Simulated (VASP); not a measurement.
Band structure of Zn$_{3}$As$_{2}$ (space group Pn-3m). These are PBEsol GGA, VASP's PBE PAW potentials (set 64) (plane waves; VASP 6.6.1) values and carry that method's errors.

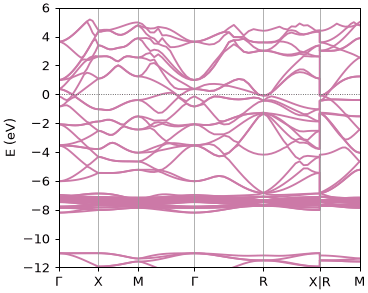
Fig. 1. Bands along high-symmetry lines, zero at the valence-band maximum or, without a gap, the Fermi level

Task: Read the plot: is there a gap, and where are the band edges?

Result: It has no gap at this level: it comes out as a metal or semimetal. (Edges off the drawn lines would not show.)

The structure comes from a computed database's Zn3As2 entry (Pn-3m); how it stands against other phases isn't given here. It was relaxed first, which changed the volume by -6 %.
